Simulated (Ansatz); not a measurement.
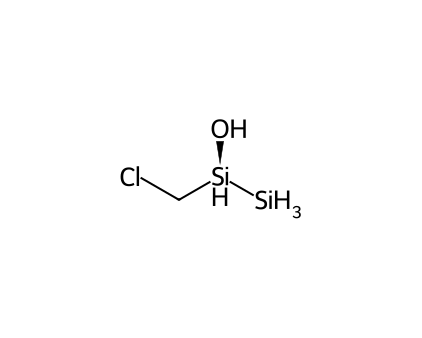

A structural formula.

Question: Transcribe the drawing into SMILES.

Answer: O[Si@@H]([SiH3])CCl

Question: What is the molecular formula?

Answer: CH7ClOSi2.

Question: An optimisation with PBE0-D4/def2-TZVP gave a structure of which point group?

Answer: C1.

The parts below concern this one geometry. Atoms keep their numbers from picture to picture. Computed geometry: PBE0-D4/def2-TZVP optimisation. No frequency run is at hand to confirm it as a minimum.

**Electronic properties**

No frequency run is at hand to confirm it as a minimum. Properties computed with RKS PBE0-D4/def2-TZVPP (Ansatz 0.2.0).

Question: What is the HOMO–LUMO gap?

Answer: 7.39 eV.

Question: What is the HOMO energy (Kohn–Sham orbital)?

Answer: −7.92 eV.

Question: What is the dispersion correction?

Answer: −24.9 kJ/mol.

**Dipole moment**

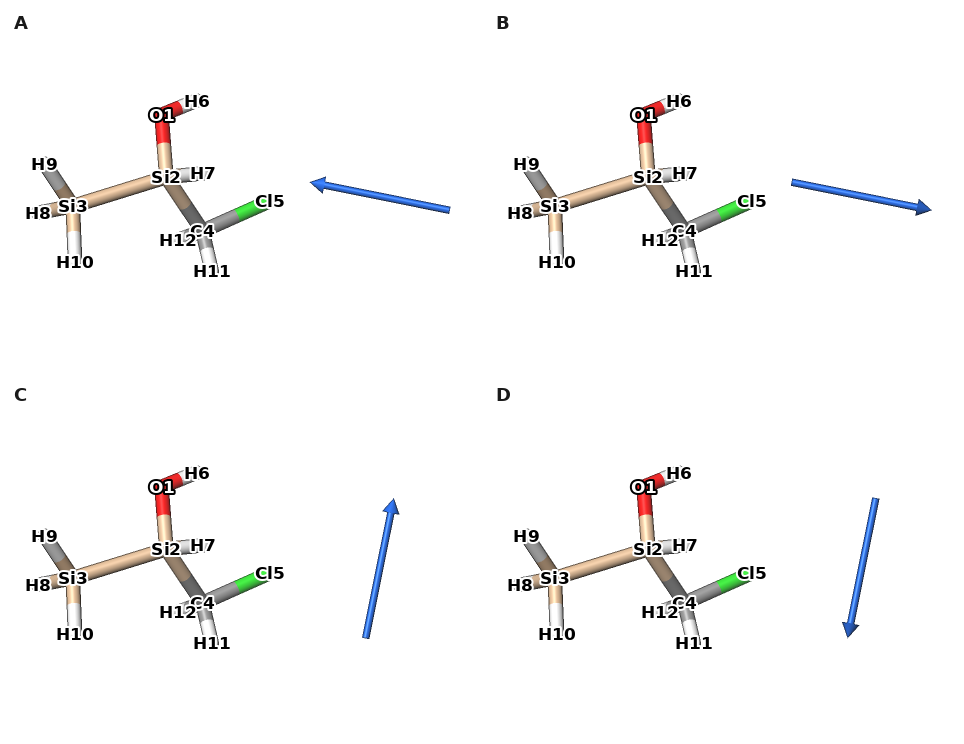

The same molecule four times, each with an arrow. No frequency run is at hand to confirm it as a minimum. Method: RKS B3LYP-D4/def2-TZVPP (Ansatz 0.2.0).

Question: Which arrow points along the dipole moment, from the negative to the positive end?

Answer: D. The dipole moment is 0.86 D; it points from the side of H6 to the side of H10 (the outermost atoms at the two ends).

**Charges**

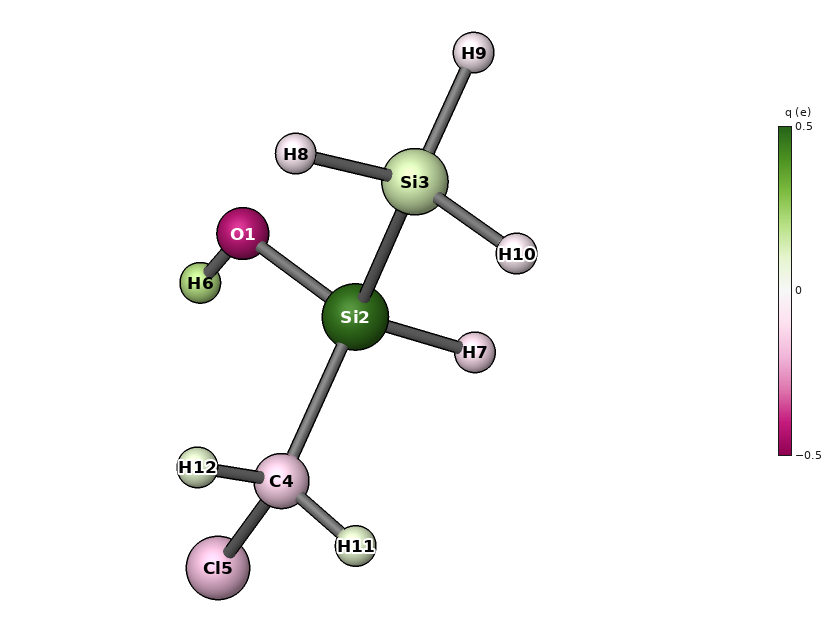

Atoms are coloured by their Mulliken charges. No frequency run is at hand to confirm it as a minimum. Properties computed with RKS r2SCAN-D4/def2-TZVPP (Ansatz 0.2.0).

Question: Which atom carries the highest charge (most positive or least negative)?

Answer: Si2 (0.47 e).

Question: And the lowest?

Answer: O1 (−0.42 e).

List the Mulliken charges.

```tsv
atom	value (e)
O1	−0.42
Si2	0.47
Si3	0.14
C4	−0.14
Cl5	−0.18
H6	0.20
H7	−0.10
H8	−0.06
H9	−0.05
H10	−0.06
H11	0.10
H12	0.10
```

Mulliken values depend strongly on the basis set and can even reverse the polarity of a bond.
